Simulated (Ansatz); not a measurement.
## Electronic structure of CH4B (SMILES [BH2-]=C) (charge −1, triplet) in real space

| atom | x (Å) | y (Å) | z (Å) |
| --- | --- | --- | --- |
| C | -0.7076 | 0.0512 | -0.8119 |
| B | -0.1789 | 1.3485 | -1.5156 |
| H | -0.0175 | 2.3677 | -0.8547 |
| H | -0.1045 | -0.8255 | -0.5576 |
| H | -0.4422 | 1.5422 | -2.6965 |
| H | -1.7565 | -0.0941 | -0.5045 |

Geometry: r2SCAN-D4/def2-TZVPD; the highest occupied orbital lies above zero, a sign that basis and functional describe the outermost electron poorly.

The calculation used isolated molecule in a Gaussian basis; Kohn-Sham density functional theory, functional PBE0 in Ansatz.

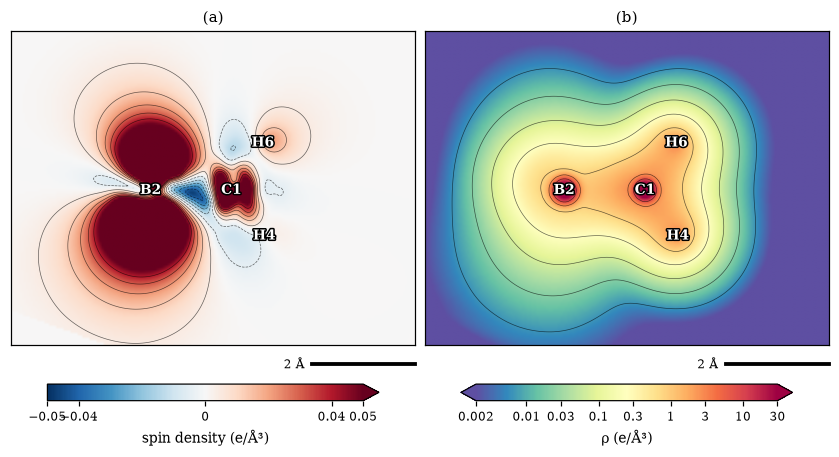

Figure 1. (a) spin density (α minus β); (b) electron density on the plane of atoms B2, C1 and H4.

Interpret the plot.

Answer. The plane passes through C, B and H nuclei. C–B (1.57 Å): ρ at the midpoint is about 1.4 e/Å³. C–H (1.09 Å): ρ at the midpoint is about 1.9 e/Å³. The unpaired spin (2 electrons) lies mostly on C1 (about 0.8), B2 (about 0.8), H3 (about 0.1), H5 (about 0.1), H6 (about 0.1) and H4 (about 0.1), in electrons by Hirshfeld's partition.

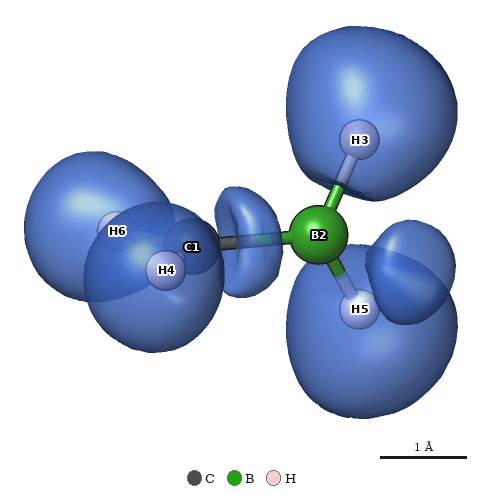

Figure 2. Isosurface of the electron localisation function at 0.8 (blue), seen at a tilt. Only the valence region is drawn (cores and ρ < 0.01 e/Å³ removed).

Where are the electrons localised?

Answer. The surface consists of one region between bonded B–C atoms (shared pairs), four regions around hydrogen nuclei and one lobe on B, pointing away from the bonds (non-bonding electrons). Profiles from the grid: C–B (1.57 Å): the ELF peaks at about 0.95 between the atoms: a covalent bond. C–H (1.09 Å): the ELF climbs to about 1 towards the hydrogen, as it does in any bond to H: a covalent bond by its length.

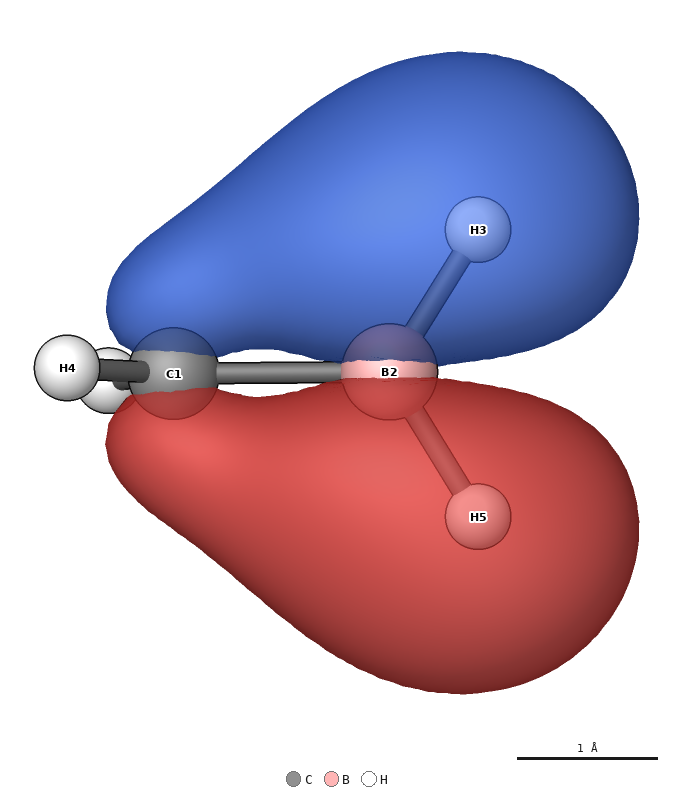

Figure 3. The HOMO (β) at ±0.08 Å⁻³ᐟ² (blue and red are the two phases), seen at a tilt.

Where does this orbital lie, and at what energy?

Answer. By Hirshfeld shares it lies mainly on B2 (about 40 %), H3 (about 25 %), H5 (about 25 %) and C1 (about 10 %). Its energy is −2.81 eV.
